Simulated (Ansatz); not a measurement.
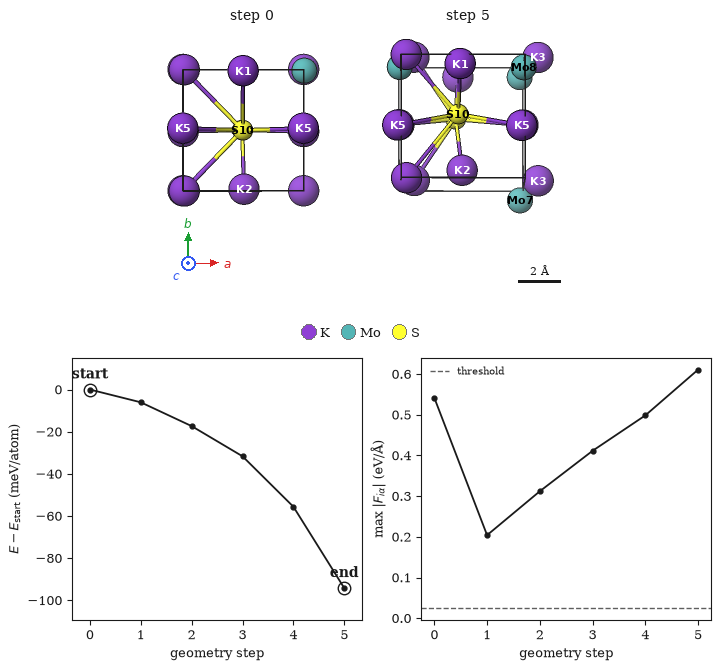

First and last geometry of a relaxation of a crystal of K₃MoS (a generated structure, set up in P1) (coarse preliminary run), with the history of the run. The picture is a ball-and-stick view of the cell of the calculation, reduced to other axes, seen along the c axis. Lengths and directions refer to the drawn axes.

Method: DFT PBE, scalar-relativistic, plane waves, PAW (Ansatz 0.2.0). Settings: plane-wave cutoff 420 eV; k-point mesh 4 × 4 × 2; occupations gaussian; smearing width 0.2 eV; no spin polarisation; cell and atoms relaxed; force threshold 0.025 eV/Å; at most 60 steps.

Question: Did the run converge, and what did it change?

Answer: The run was cut off at its time limit before the relaxation converged, so the last structure is only a point on the way. The energy falls by 94.2 meV per atom in 5 geometry steps. Largest force component: 0.54 eV/Å at the start, 0.61 eV/Å at the end. The pressure goes from 0.39 to 0.19 GPa. The largest move relative to the cell is that of a K atom, 0.77 Å along [2 1 0]. Largest moves by element: K 0.77 Å, Mo 0.54 Å, S 0.41 Å. The drawn cell changes as follows: a 5.747 → 5.911 Å (+2.8 %), b 5.785 → 5.894 Å (+1.9 %), c 11.491 → 12.007 Å (+4.5 %), α 88.8° → 82.5°, β 89.8° → 88.7°, γ 90.0° → 90.2°; the volume changes by +8.5 %. Near-neighbour distances that change, for instance: K–K 4.163 → 3.500 Å, K–S 3.920 → 3.383 Å, K–S 4.041 → 3.538 Å, K–K 4.019 → 3.531 Å. The space group stays P1 (No. 1). Cost: 4.8 min on 1 thread of Arm Neoverse V2 (shared host), peak memory 0.67 GiB.

```csv
step,"E − E(0), meV/atom","largest force component, eV/Å","pressure, GPa","volume, Å³/atom"
0,0.00,0.5415,0.39,38.197
1,-6.05,0.2041,0.36,38.541
2,-17.34,0.3120,0.15,39.502
3,-31.67,0.4114,0.08,40.301
4,-55.61,0.4985,0.16,40.818
5,-94.24,0.6108,0.19,41.462
```
